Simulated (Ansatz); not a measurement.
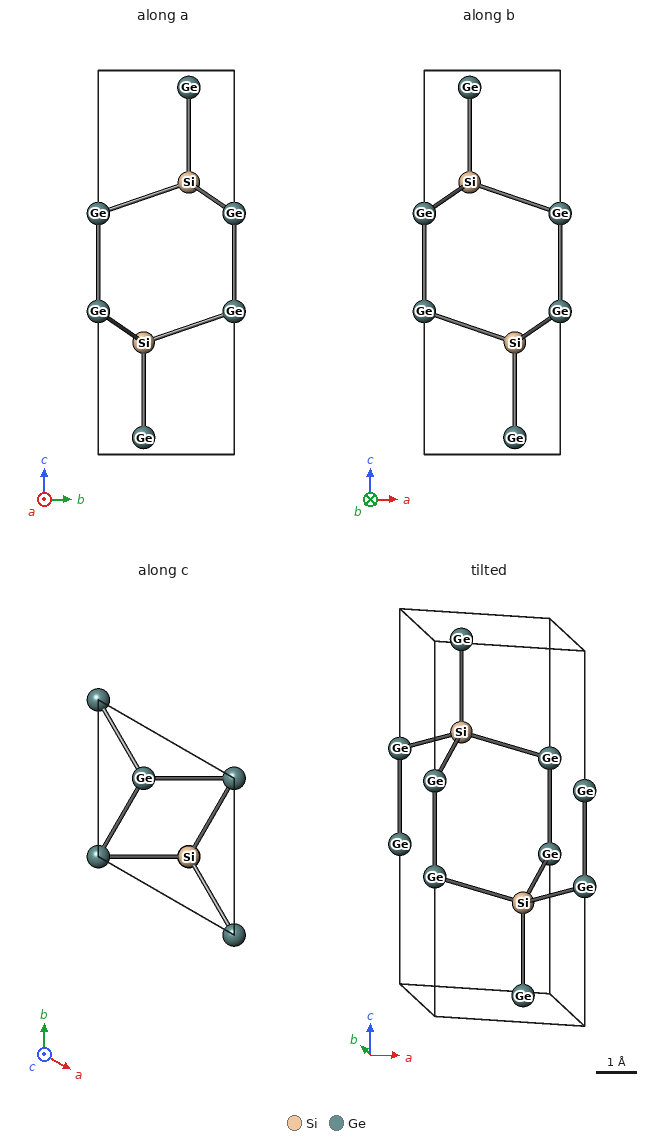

The crystal in a ball-and-stick representation, seen along the a axis, along the b axis, along the c axis and slightly off an axis. The parallelepiped is the conventional unit cell.

Lattice parameters: a = 3.996 Å, b = 3.996 Å, c = 9.787 Å, α = 90.00°, β = 90.00°, γ = 120.00°.

Q: Turn the picture into a table of Wyckoff sites, with free fractional coordinates to two decimals.

A: Space group P-3m1 (No. 164).
```json
{"atom": "Si", "site": "2d", "x": "0.3333", "y": "0.6667", "z": "0.71"}
{"atom": "Ge", "site": "2c", "x": "0.00", "y": "0.00", "z": "0.37"}
{"atom": "Ge", "site": "2d", "x": "0.6667", "y": "0.3333", "z": "0.04"}
```

Origin of the cell: a structure type filled with these elements by a generator (whether the compound takes this form wasn't checked). The geometry was optimised with Ansatz, DFT, PBE, plane waves, PAW.
